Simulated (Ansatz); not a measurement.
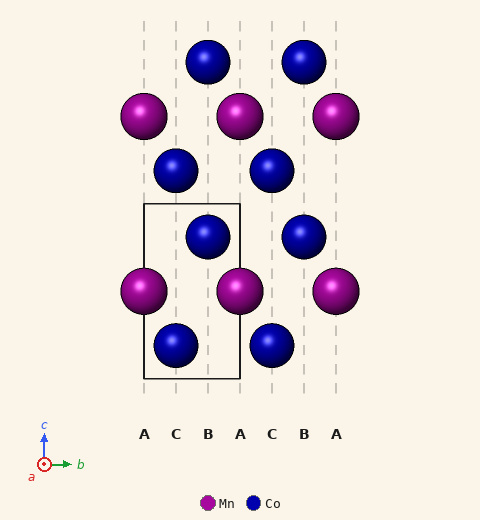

The picture looks along a close-packed row of the hexagonal mesh; c points upwards. The dashed lines mark the three columns A (0, 0), B (1/3, 2/3) and C (2/3, 1/3). The sequence starts with the first layer at or above the cell's origin.

MnCo₂ (space group P-3m1, No. 164): the geometry relaxed (final pressure about 6.7 GPa) with DFT, PAW plane waves, pbe, spin-orbit (Ansatz 0.2.0); the starting structure was generated, so it need not be a known form of this composition.

Read off the stacking sequence over one period.

Co(C) – Mn(A) – Co(B) (three layers in 4.62 Å).

Heights of the layers:

| layer | atoms (column) | height (Å) | to next (Å) |
| --- | --- | --- | --- |
| 1 | Co(C) | 0.87 | 1.43 |
| 2 | Mn(A) | 2.31 | 1.43 |
| 3 | Co(B) | 3.74 | 1.75 |
